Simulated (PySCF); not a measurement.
# ClF₃: structure of the singlet

The task is one start of a wider search on ClF₃: the singlet, from a trigonal pyramidal start. It is relaxed, tested by its Hessian and followed downhill if it is a saddle.

Computed with PySCF 2.14.0. Level: PBE0, basis Cl def2-TZVP, F def2-TZVP, no relativity, density fitting.

## 1. Starting geometry

4 atoms, charge 0, spin multiplicity 1.

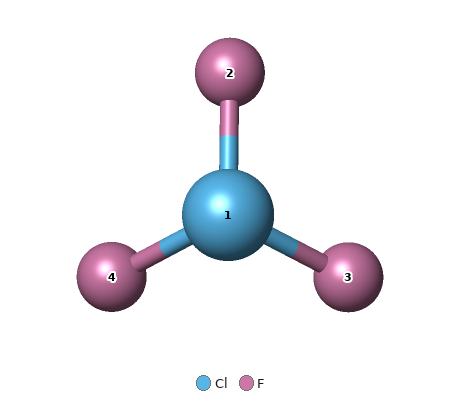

Start geometry, drawn with chlorine blue, fluorine pink; atoms are numbered from 1 in the order of the file.

Z-matrix (Å, degrees; charge 0 multiplicity 1):
```
Cl
F  1 1.6300
F  1 1.6300 2 99.75
F  1 1.6300 2 99.75 3 -101.77
```

## 2. First SCF at the start

The steps below are one call of a driver around PySCF. For each, scf.py gives the equivalent set-up of the SCF; relaxations use the driver's own optimiser. After this first run the driver tries any further starts and a stability analysis.

scf.py reads:

```python
from pyscf import gto, scf, dft
mol = gto.M(atom='''
Cl     0.000000     0.000000     0.000000
F      1.439200     0.000000     0.765200
F     -0.719600     1.246400     0.765200
F     -0.719600    -1.246400     0.765200''',
    basis={'Cl': 'def2-TZVP', 'F': 'def2-TZVP'},
    charge=0, spin=0)
mf = dft.RKS(mol, xc='PBE0')
mf.grids.atom_grid = (50, 194)
aux = {'Cl': 'def2-universal-JKFIT', 'F': 'def2-universal-JKFIT'}
mf = mf.density_fit(auxbasis=aux)
mf.conv_tol = 1e-08
mf.diis_space = 10
mf.max_cycle = 60
mf.init_guess = 'minao'
mf.verbose = 4
mf.kernel()
```

The run is started by

```
> OMP_NUM_THREADS=4 python axn.py task.json out
```

After this run come: Trigonal pyramidal start, singlet: relaxation; Releasing the symmetry; Vibrations and properties at this point.

Before running it: what results should come out? Wanted: minimum; geometry; wavenumbers; dipole moment; highest occupied, lowest empty level; polar-tensor charge of Cl1; zero-point energy; atomisation energy.

The runs gave:

| quantity | value |
| --- | --- |
| minimum | singlet, C2v |
| geometry | Cl–F 1.595 Å, Cl–F 1.694 Å (×2); F–Cl–F 87.5° (×2), F–Cl–F 174.9° |
| wavenumbers (cm⁻¹) | 336 (a1), 337 (b1), 443 (b2), 553 (a1), 726 (b2), 796 (a1) |
| dipole moment | 0.63 D |
| highest occupied, lowest empty level | -9.75, -3.61 eV |
| polar-tensor charge of Cl1 | +1.70 e |
| zero-point energy | 19.1 kJ/mol |
| entropy at 298.15 K | 281.2 J/(mol K) |
| atomisation energy (no zero-point energy) | 535 kJ/mol |

In words: From C3v at the start the molecule goes to a C2v minimum. In the infrared the band at 726 cm⁻¹ (b2, stretch) leads. Only this shape and spin were tried, so other structures or states may lie lower.
